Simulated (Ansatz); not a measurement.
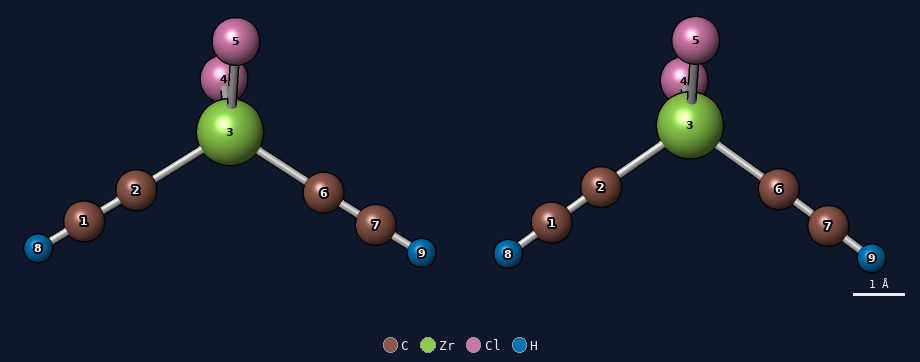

Two geometries of C$_{4}$H$_{2}$Cl$_{2}$Zr, drawn at one scale. One is the start of a relaxation, the other its converged end. The picture is a ball-and-stick view, seen at a tilt.

Theory: RKS PBE0-D4/def2-TZVP in Ansatz 0.2.0. Settings: force threshold 0.005 eV/Å; at most 150 steps.

Question: Which of the two is the end point?

Answer: The right one is the relaxed one. The start comes from GFN2-xTB. The energy falls by 7.60 kJ/mol in 6 geometry steps. The largest force component goes from 0.84 to 0.0048 eV/Å. The forces were under the threshold at step 4, but the run went on from there. The largest moves after the best rigid fit, 0.22 Å, are those of H8 and H9. Largest moves by element: H 0.22 Å, C 0.15 Å, Cl 0.14 Å, Zr 0.14 Å. Near-neighbour distances that change, for instance: C2–Zr3 2.194 → 2.157 Å, Zr3–Cl4 2.293 → 2.323 Å, C1–H8 1.058 → 1.068 Å, C1–C2 1.210 → 1.216 Å. Among the angles between lasting bonds that change: Cl4–Zr3–Cl5 101.9° → 111.8°, C2–Zr3–C6 114.2° → 108.4°. The run took 46 s on 4 threads of Arm Neoverse V2 (shared host).
